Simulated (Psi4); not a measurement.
Two rigid molecules brought together: CH4 ··· CHN (SMILES C and C#N). Monomers: optimised at B3LYP-D3(BJ) (def2-TZVP), held rigid. Orientation: lowest of the rigid-body minima from ten starts at GFN2-xTB. Only R, the distance of the centres of mass, is varied, so the lowest point isn't the relaxed dimer.

Calculation: SAPT0/jun-cc-pVDZ, frozen core run with Psi4.

Components in kJ/mol:

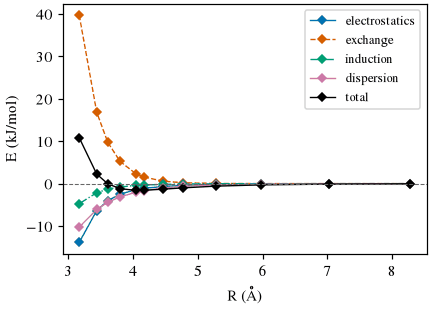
Components of the interaction energy.

```tsv
R / Å	electrostatics	exchange	induction	dispersion	total
3.17	-13.86	39.69	-4.73	-10.28	10.82
3.44	-6.38	16.86	-2.15	-6.08	2.25
3.61	-4.03	9.75	-1.33	-4.42	-0.04
3.80	-2.50	5.24	-0.80	-3.13	-1.19
4.04	-1.46	2.37	-0.44	-2.07	-1.59
4.17	-1.12	1.54	-0.33	-1.66	-1.57
4.47	-0.67	0.56	-0.18	-1.03	-1.32
4.77	-0.44	0.20	-0.11	-0.66	-1.01
5.28	-0.25	0.04	-0.05	-0.34	-0.60
5.98	-0.13	0.00	-0.02	-0.15	-0.30
7.03	-0.06	0.00	-0.01	-0.05	-0.12
8.28	-0.03	0.00	0.00	-0.02	-0.05
```
